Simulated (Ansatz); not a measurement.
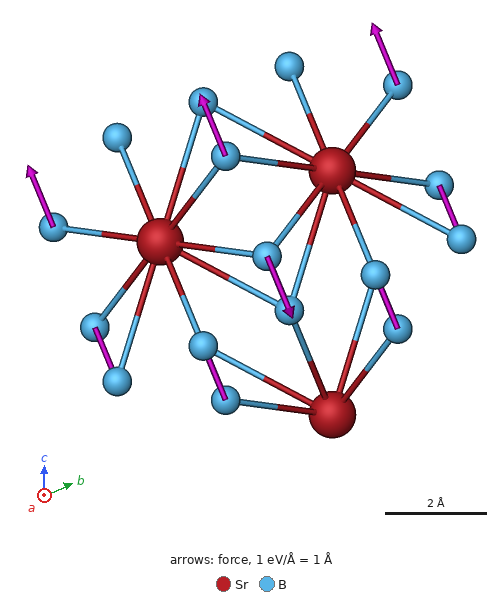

Starting geometry of solid SrB4 (a generated structure, set up in I4/mmm) with the computed forces as purple arrows. The picture is a ball-and-stick view of the atoms within 5.0 Å of the atom that moves most (axes of the cell of the calculation), seen along the a axis.

The start is a swapped structure.

Level of theory: DFT, PAW plane waves, PBEsol (Ansatz). Set-up: plane-wave cutoff 420 eV; k-point mesh 7 × 7 × 7; occupations fermi dirac; smearing width 0.1 eV; no spin polarisation; cell and atoms relaxed; at most 60 steps.

**What follows when this structure is relaxed?**

It isn't relaxed: the largest force vector, on B atoms, is 1.35 eV/Å. The atoms end up moving mostly along the starting forces (cosine between the two patterns 1.00). After 13 accepted moves (15 points after the start) the energy has fallen by 364 meV per atom. The largest force component goes from 1.4 to 0.0043 eV/Å. The pressure goes from −24.51 to 0.02 GPa. The SCF was repeated twice at an unchanged geometry on a basis and grid sized afresh for the cell, which shifted the energy by 3.2 meV per atom at most. The largest moves relative to the cell, 0.48 Å, are those of B atoms. Sr stays in place. The volume changes by −14.3 %, with a = b 3.688 → 3.125 Å (−15.3 %), c 5.171 → 5.772 Å (+11.6 %), α 69.1° → 74.3°, β 69.1° → 74.3°. Among the contacts that change: B–B 2.143 → 3.526 Å, Sr–Sr 3.688 → 3.125 Å, B–B 2.608 → 2.210 Å, B–B 2.179 → 1.805 Å. Bond angles that change, for instance: Sr–B–Sr 135.3° → 102.8°, Sr–B–Sr 79.1° → 60.7°, Sr–B–Sr 81.7° → 67.1°. The space group stays I4/mmm (No. 139).
